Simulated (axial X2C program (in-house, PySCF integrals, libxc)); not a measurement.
**Relativistic diatomic calculation, with input and output: SrS**

System: SrS, single determinant with M_S = 0 and |Λ| = 0.
Method: HF, spin-free X2C-1e, Sr dyall-cv3z, S dyall-av3z (cores contracted) (axial X2C program (in-house, PySCF integrals, libxc)).

**Log**
```
spin-free X2C-1e  HF
basis functions 195  fitting functions 1000  grid points 5080
iter        total energy     max residual
   1      -3575.981385644     3.42e-01
   2      -3576.005911309     9.86e-03
   3      -3576.006758141     1.78e-02
   4      -3576.007079505     3.03e-03
   5      -3576.007122700     1.03e-03
   6      -3576.007134687     7.41e-04
   7      -3576.007136436     1.65e-04
   8      -3576.007136757     6.30e-05
   9      -3576.007136795     3.50e-05
  10      -3576.007136800     5.75e-06
  11      -3576.007136800     2.21e-06
converged
one-electron -5217.45706124  Coulomb 1637.94167130  exact exchange -129.33226884  xc functional 0.00000000  nuclear repulsion 132.84052198
correlated 8  virtual 262  natural virtual 90  E(MP2) -0.210885758  MP2 remainder -0.002605230
iter   CCSD correlation   residual
   1     -0.211730050   1.27e-01
   2     -0.216121170   6.77e-02
   3     -0.218294356   1.83e-02
   4     -0.218331293   6.35e-03
   5     -0.218319827   2.51e-03
   6     -0.218329254   9.96e-04
   7     -0.218328270   3.93e-04
   8     -0.218330362   1.26e-04
   9     -0.218329639   4.10e-05
  10     -0.218329465   1.31e-05
  11     -0.218329271   5.29e-06
  12     -0.218329257   2.33e-06
(T) -0.013612701016672602  T1 0.0251  D1 0.0416  max T2 0.057
```

**The points of the curve**

```tsv
R (Å)	E (hartree)	dipole (D; origin at the first atom, positive when the second is positive)	highest filled (eV)	lowest empty (eV)
2.107	−3575.956851	−10.63	−6.83	−0.42
2.204	−3575.983622	−11.61	−6.94	−0.56
2.277	−3575.996187	−12.28	−6.97	−0.66
2.349	−3576.003678	−12.90	−6.86	−0.76
2.422	−3576.007137	−13.46	−6.70	−0.86
2.507	−3576.007187	−14.05	−6.54	−0.96
2.591	−3576.004002	−14.57	−6.42	−1.06
2.700	−3575.996566	−15.09	−6.31	−1.17
2.834	−3575.984375	−15.45	−6.27	−1.28
3.027	−3575.964450	−15.26	−6.33	−1.38
```

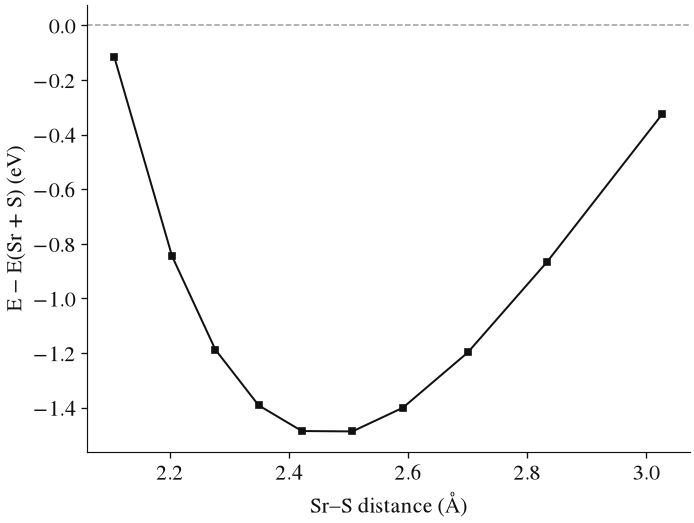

Figure 1. Energy at 10 bond lengths, for one set of occupations held fixed; the line joins the points. A polynomial of degree 6 through 9 points gives rₑ = 2.465 Å, ωₑ = 405.4 cm⁻¹, ωₑxₑ = 1.0 cm⁻¹ and Bₑ = 0.1184 cm⁻¹. The minimum lies 1.50 eV below Sr + S, each computed as one determinant at the same level.

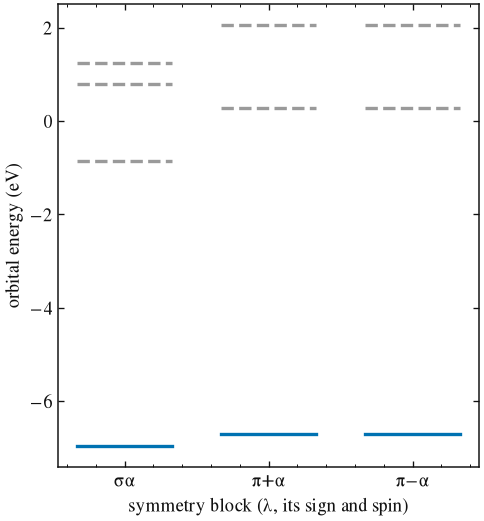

Figure 2. Orbital energies near the frontier at 2.42 Å, filled (solid) and empty (dashed); a label such as π−α means λ = −1 and α spin, and the β levels equal the α ones. The highest filled orbital (π+α; 79 % S p, 13 % Sr d) lies at −6.70 eV, the lowest empty one (σα; 57 % Sr s, 35 % Sr p) at −0.86 eV.

**Input file**
```
{"zs": [38, 16], "q": 0, "bas": ["dyall-cv3z", "dyall-av3z"], "levels": ["PBE0", "HF", "B3LYP"], "cc": true, "r0": 2.51, "thr": -1.0, "nmax": 90, "npts": 10, "nst": 2, "ntry": 6}
```

The line is the task of a batch: nuclear charges, charge, bases, the levels to run, a first guess of the distance and further settings. This report covers HF without spin-orbit coupling. The log is that of the reference distance 2.422 Å.

The run was one of a batch that the task file lists, launched with:
```bash
python <driver script> task.json out
```

**Summary**

- outcome: converged
- bond length rₑ: 2.465 Å
- ωₑ: 405.4 cm⁻¹
- energy at the minimum: −3576.00763 hartree
- depth below the fragments: 1.50 eV
- hardware: 1 thread of Arm Neoverse V2, 24 GiB of memory available, shared host
- wall time: 2.8 s
- peak memory: 0.56 GiB

**Remarks**

Hartree–Fock lacks correlation, so it usually binds too weakly.
